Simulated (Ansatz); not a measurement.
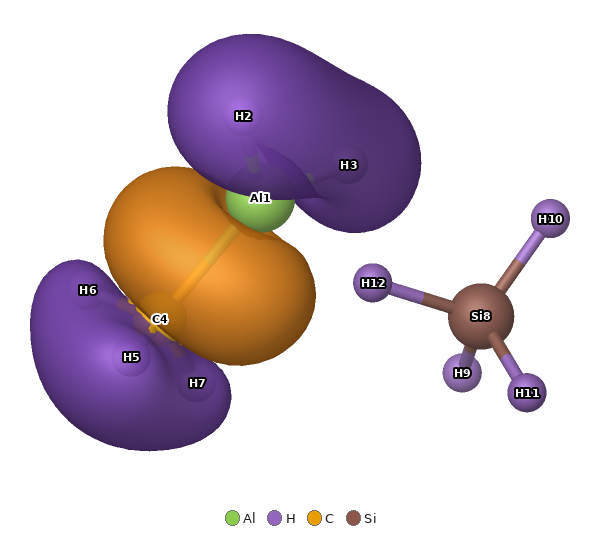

The picture shows: CH5Al···SiH4. The HOMO at ±0.08 Å⁻³ᐟ² (orange and purple are the two phases), seen at a tilt.

Computed with Ansatz, RKS PBE0-D4/6-31G*.

The calculation's input:

```
crystal:
  periodic: [false, false, false]
  atoms:
    - { symbol: Al, position_ang: [-0.064508, 0.397156, -0.031648] }
    - { symbol: H, position_ang: [-0.058048, 0.470449, 1.533654] }
    - { symbol: H, position_ang: [1.34318, 0.399403, -0.788714] }
    - { symbol: C, position_ang: [-1.75381, 0.207284, -1.014881] }
    - { symbol: H, position_ang: [-2.335279, -0.642105, -0.632527] }
    - { symbol: H, position_ang: [-2.391849, 1.093146, -0.903073] }
    - { symbol: H, position_ang: [-1.595312, 0.045147, -2.086599] }
    - { symbol: Si, position_ang: [0.197518, -2.862353, 1.254695] }
    - { symbol: H, position_ang: [-0.559892, -3.396085, 0.090575] }
    - { symbol: H, position_ang: [1.612441, -3.309161, 1.18226] }
    - { symbol: H, position_ang: [-0.431598, -3.316935, 2.521913] }
    - { symbol: H, position_ang: [0.143355, -1.379646, 1.250544] }
basis:
  gaussian: { orbitals: "6-31G*" }
hamiltonian:
  xc: pbe0
  dispersion: d4
relax:
  f_tol: 0.03
  max_steps: 50
output:
  orbitals: {}
```

Launched as:

```sh
ansatz run input.yaml --threads 1 --pin off --max-ram 2048MiB --backend cpu --events-out ev --progress --plain --runs-dir out
```

The fields are those of the run's last geometry, not of the input's.

Describe this orbital and give its energy.

Answer. Its weight (Hirshfeld) is mainly on C4 (about 45 %), Al1 (about 25 %), H2 (about 10 %) and H3 (about 5 %). Its energy is −7.69 eV.
